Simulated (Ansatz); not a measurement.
# How basis sets differ on SiH (SMILES [SiH])

SiH has 2 atoms, charge 0, and is taken as a doublet. SMILES: `[SiH]`. Geometry: relaxed at PBE0-D4/def2-TZVP.

| atom | x (Å) | y (Å) | z (Å) |
| --- | --- | --- | --- |
| Si | 0.0000 | 0.0000 | -0.0076 |
| H | 0.0000 | 0.0000 | 1.5241 |

Quantity: the electronic atomisation energy, in eV. The values are calculated. Electronic energies at fixed atoms, without zero-point motion or spin-orbit coupling.

| level | kind | program | value (eV) |
| --- | --- | --- | --- |
| RPA@PBE/cc-pVDZ | RPA | Ansatz | 2.90 |
| RPA@PBE/6-311G** | RPA | Ansatz | 3.00 |
| RPA@PBE/jun-cc-pV(D+d)Z | RPA | Ansatz | 2.94 |
| RPA@PBE/aug-cc-pVDZ | RPA | Ansatz | 2.90 |
| RPA@PBE/cc-pVTZ | RPA | Ansatz | 3.04 |
| RPA@PBE/jun-cc-pV(T+d)Z | RPA | Ansatz | 3.06 |
| RPA@PBE/aug-cc-pVTZ | RPA | Ansatz | 3.06 |

The values span 2.90 to 3.06 eV.

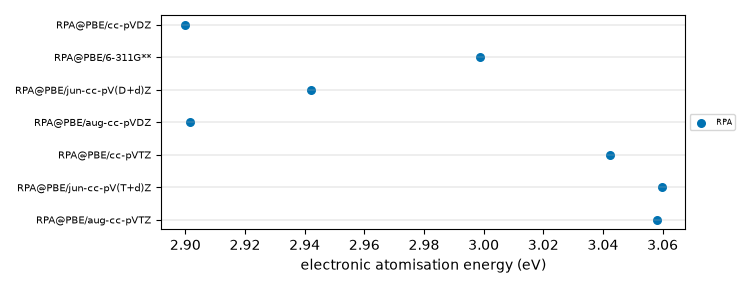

The values of the table, level by level.
